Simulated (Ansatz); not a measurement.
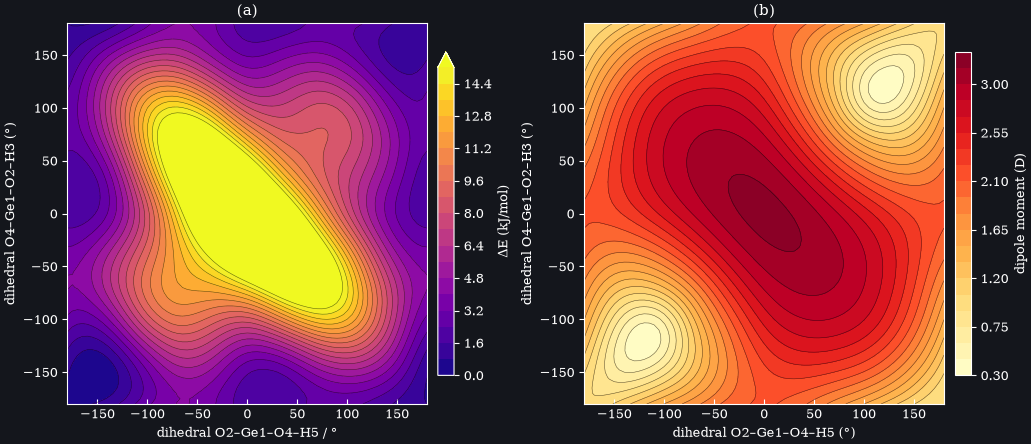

Ge(OH)2Cl2. 
- First axis: dihedral O2–Ge1–O4–H5. Second axis: dihedral O4–Ge1–O2–H3.
- Nothing is relaxed (all other coordinates rigid).
- The scan uses a 10 × 10 grid; 55 points were computed and 45 follow by symmetry.
- Points are written as (first, second).
- Energies are in kJ/mol, from the relaxed molecule at the same level.
- Level of theory: Ansatz, RKS PBE0-D4/def2-SVP.

Panel (a) is the energy and panel (b) the computed dipole moment on the same grid.

In the figure: filled contours, one colour for all values above the top of the scale. Between grid points the surface is interpolated.

> How does the dipole moment vary over the map, and what is it at the lowest grid point?

Leaving out the highest fifth of the energies, it runs from 0.44 D at (−108°, −108°) to 2.87 D at (0°, 72°). At the lowest grid point, (−144°, −144°), it is 0.56 D.
